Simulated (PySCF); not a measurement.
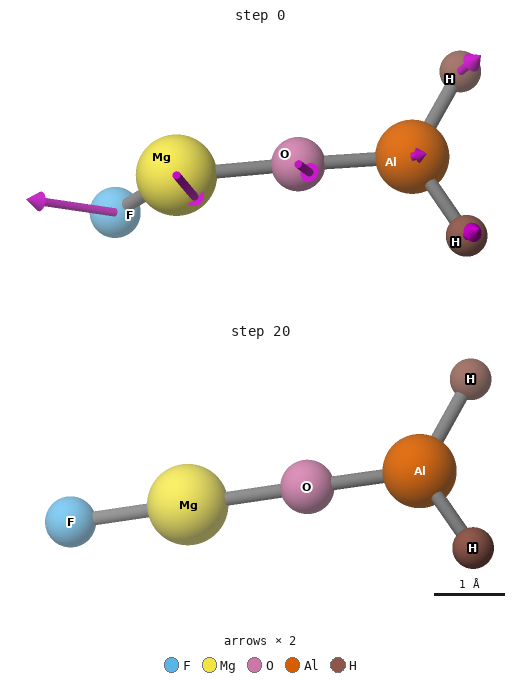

The structure of MgAlH2OF before (top) and after (bottom) a relaxation, at one scale. The purple arrows give the displacements, magnified 2 times.

Style: ball-and-stick. Shown at a tilt.

The calculation used RKS PBE0-D4/def2-TZVP, density fitting in PySCF 2.14.0. 

Question: What changed between the two?

Answer: Over 20 geometry steps the energy falls by 13.0 kcal/mol. The atom that moves furthest after the best rigid fit is the F atom (0.77 Å). Largest moves by element: F 0.77 Å, Mg 0.62 Å, O 0.32 Å, H 0.27 Å, Al 0.12 Å. Near-neighbour distances that change, for instance: Al–H 1.543 → 1.588 Å, F–Mg 1.717 → 1.750 Å, Al–O 1.647 → 1.675 Å, Mg–O 1.766 → 1.787 Å. Bond angles that change, for instance: F–Mg–O 125.9° → 180.0°.
